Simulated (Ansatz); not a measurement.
**C₄H₃FS: one species, many methods**

How much do the methods differ for C₄H₃FS? The plan is to run it at one geometry with functionals of several rungs and with coupled cluster, and see how far each lands from CCSD(T) at the basis-set limit for the atomisation energy.

The runs use Ansatz 0.2.0, Gaussian basis; functionals in def2-TZVPP, the program's frozen cores in correlated methods.

Plan: PBE-D4, r2SCAN-D4, PBE0-D4, B3LYP-D4, ωB97X-V, ωB97M-V, B2PLYP; CCSD(T)/def2-TZVPP; MP2/def2-QZVPP; extrapolation to the limit.

## 1. The geometry

The geometry comes from an earlier relaxation with PBE0-D4 in a triple-zeta def2 set; it is a stationary point, not always the lowest conformer.

SMILES `C=C1C=C(F)S1`, 9 atoms, charge 0, spin multiplicity 1.

Atoms are counted from 1 here; the program's logs count them from 0.

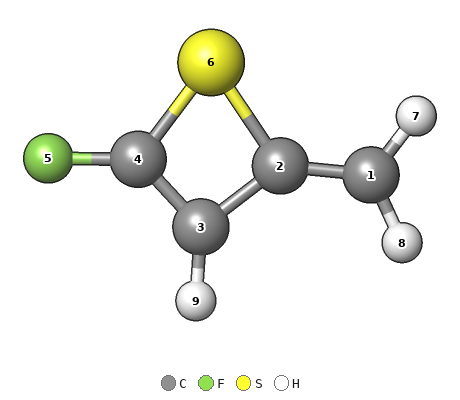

The structure; carbon grey, fluorine green, sulfur yellow, hydrogen white; atoms are numbered from 1 in the order of the file.

## 2. PBE-D4 (GGA)

File in.yaml:

```yaml
crystal:
  periodic: [false, false, false]
  atoms:
    - {symbol: C, position_ang: [0.725939, -1.581694, 0.115960]}
    - {symbol: C, position_ang: [0.326666, -0.332520, -0.051075]}
    - {symbol: C, position_ang: [-0.863888, 0.452151, 0.255692]}
    - {symbol: C, position_ang: [-0.392484, 1.594516, -0.263530]}
    - {symbol: F, position_ang: [-0.885535, 2.796809, -0.376638]}
    - {symbol: S, position_ang: [1.197903, 1.058995, -0.813522]}
    - {symbol: H, position_ang: [1.698301, -1.918923, -0.217811]}
    - {symbol: H, position_ang: [0.074866, -2.301604, 0.598179]}
    - {symbol: H, position_ang: [-1.793168, 0.185870, 0.735644]}
basis:
  gaussian: {orbitals: def2-TZVPP}
hamiltonian: {xc: pbe, dispersion: d4}
output: {forces: true, orbitals: {seedname: orbitals}}
```

Started as:

```bash
ansatz run in.yaml --threads 4 --pin off --events-out ev --progress --plain --max-ram 10444MiB
```

Further steps of the session: r2SCAN-D4 (meta-GGA); PBE0-D4 (hybrid); B3LYP-D4 (hybrid); ωB97X-V (range-separated); ωB97M-V (range-separated); B2PLYP (double hybrid); CCSD(T) in def2-TZVPP; MP2 in def2-QZVPP.

Before running them: what should the planned runs give, taken together? Wanted: atomisation energy, CCSD(T)/CBS; farthest; mean size of error, hybrid; mean size of error, range-separated; gap, smallest and largest; T1 diagnostic; triples share of the correlation energy.

As calculated:

| quantity | value |
| --- | --- |
| atomisation energy, CCSD(T)/CBS | 3885.8 kJ/mol |
| functionals within 19.4 kJ/mol (0.5 %) | B3LYP-D4, ωB97X-V |
| farthest | PBE-D4 (+216.3 kJ/mol) |
| mean size of error, hybrid | 49.0 kJ/mol |
| mean size of error, range-separated | 24.2 kJ/mol |
| gap, smallest and largest | 3.60 eV (PBE-D4), 10.12 eV (ωB97X-V) |
| T1 diagnostic | 0.0137 |
| triples share of the correlation energy | 4.7 % |

PBE-D4 misses by +216.3 kJ/mol. Double hybrids carry the basis error of their MP2 part in triple zeta, and no dispersion term here, so their miss is partly the set-up's. Misses under about 19.4 kJ/mol are within the doubt on the reference itself, which lacks core-valence correlation, relativity and higher excitations. Hartree-Fock recovers 70 % of the binding; the rest is correlation. The gap grows from 3.6 to 10.1 eV across the functionals, mostly with the share of exact exchange. The restricted reference is unstable towards a spin-broken one.
